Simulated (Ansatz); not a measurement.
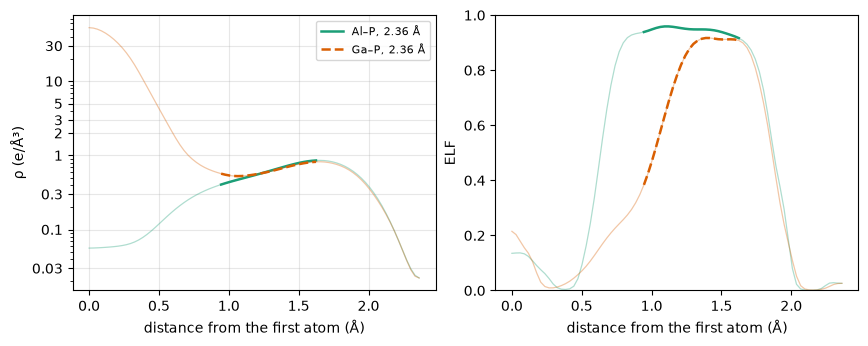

*AlGa₃P₄. Valence electron density and ELF along straight lines between neighbouring atoms. Thin, pale parts lie inside the atomic spheres.*

Space group Amm2; started from the ordered alloy on zincblende lattice prototype, which need not be the ambient phase.

Method: DFT, HSE06, plane waves, PAW in Ansatz.

The density is the valence pseudo-density of a PAW calculation; it isn't the true density close to the nuclei.

```
CELL_PARAMETERS angstrom
3.86230 0.00000 0.00000
0.00000 7.72053 0.00000
0.00000 0.00000 10.91019
ATOMIC_POSITIONS crystal
Al 0.00000 0.00000 0.00029
Al 0.00000 0.50000 0.50029
Ga 0.50000 0.75017 0.25001
Ga 0.50000 0.25017 0.75001
Ga 0.50000 0.24983 0.25001
Ga 0.50000 0.74983 0.75001
Ga 0.00000 0.00000 0.49981
Ga 0.00000 0.50000 0.99981
P 0.50000 0.00000 0.12496
P 0.50000 0.50000 0.62496
P 0.00000 0.74991 0.37499
P 0.00000 0.24991 0.87499
P 0.00000 0.25009 0.37499
P 0.00000 0.75009 0.87499
P 0.50000 0.50000 0.12494
P 0.50000 0.00000 0.62494
```

**Compare the contacts.**

Al–P (2.36 Å): ρ is about 0.54 e/Å³ halfway; the ELF peaks at about 0.95 between the atoms: a shared electron pair.
Ga–P (2.36 Å): ρ at the midpoint is about 0.55 e/Å³; the ELF peaks at about 0.90 between the atoms: a shared electron pair.
